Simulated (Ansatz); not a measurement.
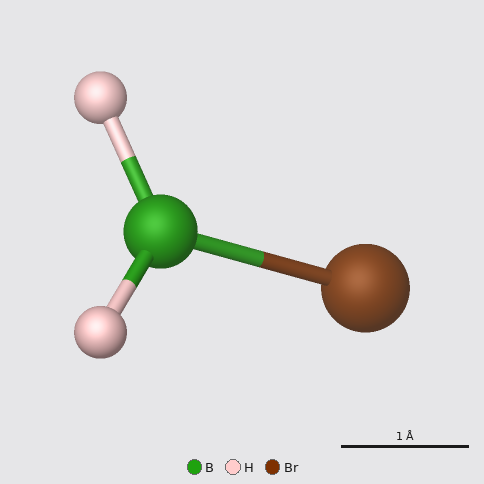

The picture shows a molecular structure as a ball-and-stick model. Every bond is drawn as one stick, whatever its order.

Count the atoms of each element.

BBrH2, 4 atoms: 1 boron, 1 bromine and 2 hydrogen.

How many atoms are distinct by symmetry?

3: 1 B, 2 H, 1 Br.

The parts below concern this one geometry. Atoms keep their numbers from picture to picture. The geometry was computed by an optimisation with PBE0-D4/def2-TZVP.

**Vibrations**

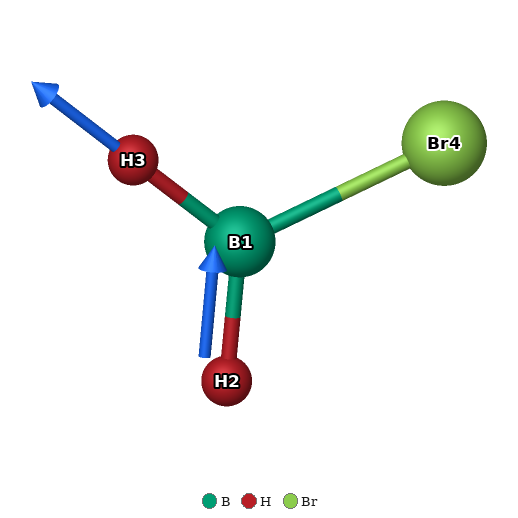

The arrows show one normal mode. Harmonic vibrations computed with RKS PBE0-D4/def2-TZVP (Ansatz 0.2.0) at a stationary point of the same level.

What kind of motion is it?

Mostly out-of-phase stretching of 2 B–H bonds.

Estimate its harmonic wavenumber.

2745 cm⁻¹; it is mode 6 of 6 counted from the lowest.

**Thermal motion**

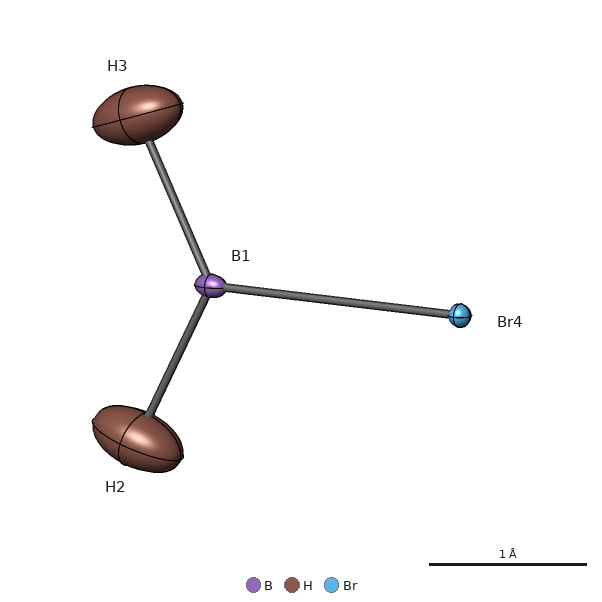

Displacement ellipsoids at the 50 % level, enlarged 1.5 times, from the internal vibrations of the free molecule (harmonic, no overall translation or rotation; no half-axis is drawn under 0.075 Å). Vibrations computed with RKS PBE0-D4/def2-TZVP (Ansatz 0.2.0). Temperature: 600 K.

Which atom moves most?

H2, H3, with U_eq = 0.0116 Å².

Does H3 move more along its bond or across it?

Across it: the root-mean-square amplitude is 0.081 Å along the bond and up to 0.143 Å across, since bending and torsion are softer than stretching.

List U_eq and the three principal root-mean-square amplitudes for each kind of atom.

| atom | U_eq (Å²) | rms amplitudes (Å) |
| --- | --- | --- |
| B1 | 0.0011 | 0.021, 0.022, 0.050 |
| H2, H3 | 0.0116 | 0.079, 0.090, 0.143 |
| Br4 | 0.00002 | 0.001, 0.002, 0.008 |

**Electronic properties**

Level of theory: RKS PBE0-D4/def2-TZVP (Ansatz 0.2.0).

What is the dipole moment?

0.54 D.
